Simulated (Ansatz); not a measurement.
Ga2O3 (C2/m): refractive index against wavelength

The refractive index of Ga2O3 (C2/m) along x below the direct gap (2.46 eV on the mesh) is read from one computed spectrum, n = √(Re ε). x, y and z are the Cartesian axes of the input cell.

Symmetry: C2/m, No. 12, monoclinic system. Conventional cell: a = 12.214 Å, b = 3.037 Å, c = 5.798 Å, α = 90.00°, β = 103.83°, γ = 90.00°. Ga on site i has 6 O at 1.94 to 2.07 Å as nearest neighbours. Ga on site i has 4 O at 1.83 to 1.86 Å as nearest neighbours. Around O on site i lie 3 Ga at 1.83 to 1.94 Å. Around O on site i lie 4 Ga at 1.86 to 2.07 Å. O on site i has 3 Ga at 1.83 to 1.94 Å as nearest neighbours.

Method: Ansatz 0.2.0, PBE, independent particles, k-mesh 8×8×4 with interpolation inside its cells, Gaussian parameter 0.1 eV.

Launch of the response step: `ansatz run input.yaml --threads 4 --pin off --max-ram 8192MiB --backend cpu --events-out ev --progress --plain --runs-dir out`. The run took 99 s, on 4 threads of Arm Neoverse V2, with other jobs on the host.

```
wavelength (nm)  photon energy E (eV)       n
           3000                 0.413  2.0240
           2000                 0.620  2.0271
           1550                 0.800  2.0308
           1310                 0.946  2.0347
           1064                 1.165  2.0420
            850                 1.459       ?
```

In the single-oscillator model n² − 1 = E₀E_d/(E₀² − E²), so 1/(n² − 1) = E₀/E_d − E²/(E₀E_d) is linear in E².

Working, on the rows shown:

| x = E² (eV²) | y = 1/(n² − 1) |
| --- | --- |
| 0.170801 | 0.322937 |
| 0.384302 | 0.321633 |
| 0.639837 | 0.320087 |
| 0.895757 | 0.318471 |
| 1.35784 | 0.315481 |

Means: x̄ = 0.68971, ȳ = 0.31972. Σ(x − x̄)(y − ȳ) = -0.005362, Σ(x − x̄)² = 0.8539. Slope = -0.005362 / 0.8539 = -0.006279; intercept = ȳ − slope · x̄ = 0.32405. Turned back into n, the line misses the rows shown by at most 0.00013.

Problem. Fill in the last column of the withheld row.

Solution. At x = 2.1276 the line gives y = 0.31069, that is 2.0539. The run gave 2.0550, so the extrapolation is off by 0.0011, 3 % of the range in the table.

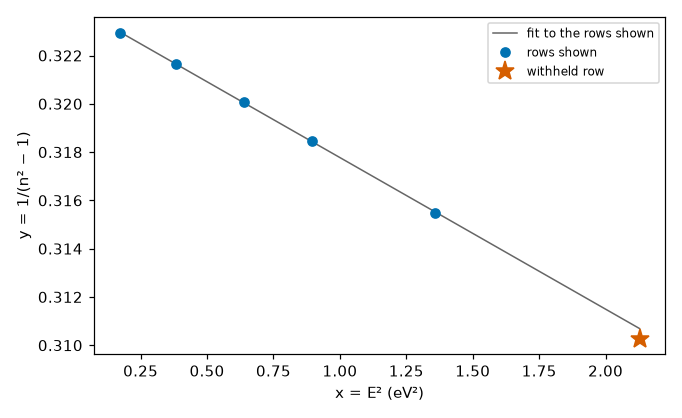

Refitted with all rows, the slope is -0.006477 and the intercept 0.32417. These give E₀ = √(intercept/−slope) = 7.07 eV and E_d = E₀/intercept = 21.8 eV; E₀ is 2.9 times the direct gap. The electronic limit at long wavelengths, without lattice vibrations, is n = √(1 + 1/intercept) = 2.021. Excitons are left out and so are local fields; PBE gaps are as a rule too small. Spin-orbit coupling is left out.

[Logs are printed without paths, hosts, clocks, repeated set-up lines and the standing remarks that a program may print on its own settings, such as how far it seeks lower states.]
